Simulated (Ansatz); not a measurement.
System (SMILES): [CH]=C=O, doublet.
Atoms: C1, C2, H3, O4. Bonds: C1-C2, C1-H3, C2-O4.

Basis-set convergence of the optimised C1-H3 bond length at PBE with Ansatz (a first-principles code). All functions are spherical. The program fits the integrals of some runs and decomposes those of others, by size. Open shells are unrestricted. No added dispersion term, no relativity. Reference: the value in def2-QZVPPD, 1.0806 Å, itself unsure by roughly 0.0001 Å (its mean distance from pcseg-3, def2-QZVPP, cc-pVQZ). Deviations are taken from unrounded values.

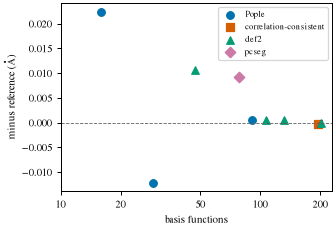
Fig. 1. Deviation from the reference against the number of basis functions, by family of sets.

```
basis            functions  optimised C1-H3 bond length (Å)  minus reference (Å)
---------------  ---------  -------------------------------  -------------------
STO-3G                  16                           1.1030               0.0224
3-21G                   29                           1.0684              -0.0122
def2-SVP                47                           1.0912               0.0106
aug-pcseg-1             78                           1.0898               0.0092
6-311++G(2d,2p)         91                           1.0811               0.0005
def2-TZVPP             107                           1.0810               0.0004
def2-TZVPPD            131                           1.0812               0.0006
cc-pVQZ                195                           1.0803              -0.0002
def2-QZVPP             201                           1.0804              -0.0001
```
